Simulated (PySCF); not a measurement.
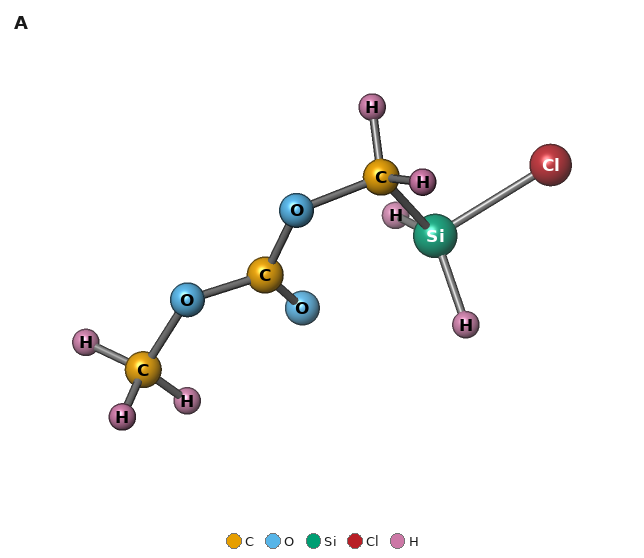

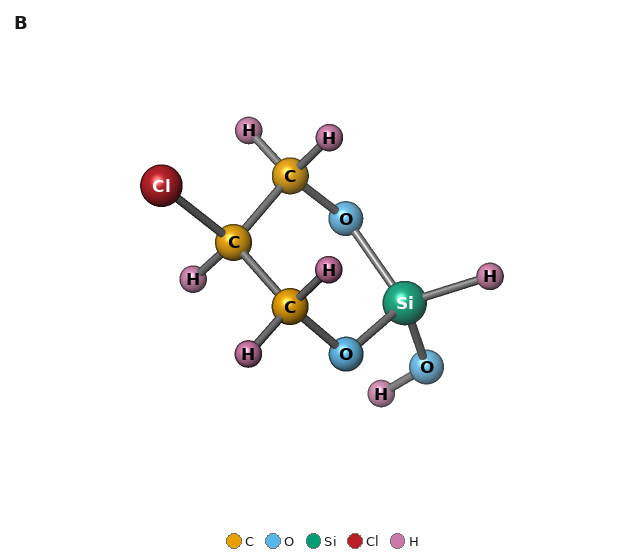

2 stationary structures of one formula. Geometries: GFN2-xTB. Electronic energies: PBE0/pcSseg-1 (PySCF 2.14.0), without zero-point energy. No frequency run is at hand to confirm each as a minimum. Each is one conformer, not always the lowest.

How are they related?

Answer. They are constitutional isomers of C3H7ClO3Si: A `COC(=O)OC[SiH2]Cl`, B `O[Si@H]1OC[C@H](Cl)CO1`.

Rank them by energy, lowest first.

Answer. B is lowest; A lies 1.575 eV above it.

The geometry is semi-empirical. Around Si such bond lengths and angles can be off by a tenth of an ångström or more and by several degrees, and values that hang on the shape move with them.
